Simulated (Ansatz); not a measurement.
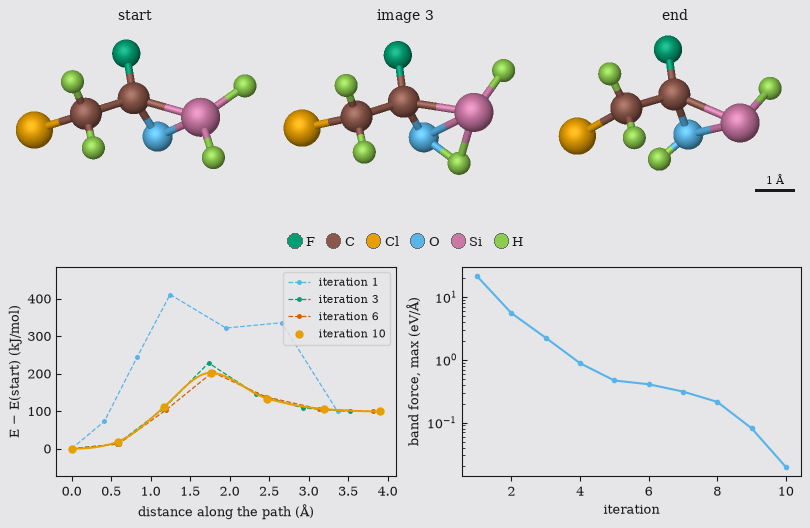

NEB run on C2H4ClFOSi. Images are numbered from 0 (start) to 6 (end). The plot follows the band through its iterations. The picture is a ball-and-stick view, seen from a free direction.

Method: RKS PBE-D4/def2-SVP in Ansatz 0.2.0. Run with 5 movable images; climbing image; force threshold 0.03 eV/Å; iteration limit 60; starting path through a guess of the saddle point.

**Judge this run.**

The result is final at these settings. The band converged in 10 iterations. The largest component of the band force went from 22 to 0.02 eV/Å. The climbing image converged on the top of the path. Its vibrational analysis gives one imaginary mode (1317i cm⁻¹), as a transition state must have. The first iteration put the highest image at 411.1 kJ/mol. Forward barrier 202.4 kJ/mol, backward barrier 103.1 kJ/mol, with image 3 at the top; the reaction energy is +99.3 kJ/mol.
